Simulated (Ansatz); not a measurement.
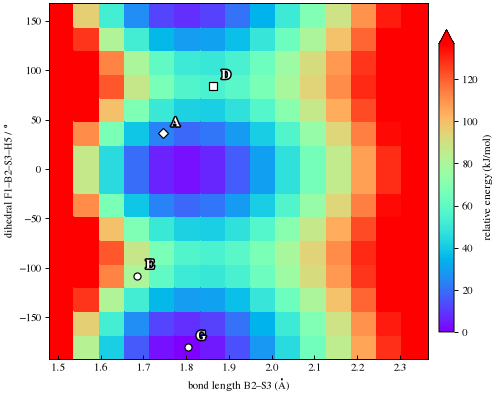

BFH₂S, SMILES FBS. 
- Coordinates scanned: (1) bond length B2–S3; (2) dihedral F1–B2–S3–H5.
- Nothing is relaxed (all other coordinates rigid).
- Grid: 15 × 15 points; 120 points were computed and 105 follow by symmetry.
- Points are written as (first, second).
- All energies are given in kJ/mol relative to the lowest grid point.
- Method: RHF-MP2, frozen core/def2-TZVP in Ansatz.

Drawn: one coloured cell a grid point, one colour for all values above the top of the scale, lettered points.

Rank the lettered points by energy, lowest first.

G (0 kJ/mol), A (24 kJ/mol), D (54 kJ/mol), E (80 kJ/mol).

What kind of point is each of A, D, E, G: minimum, saddle, maximum or slope?

A: on a slope; D: saddle point; E: on a slope; G: minimum. (In these two coordinates alone; a stationary point may lie a little off the grid point.)
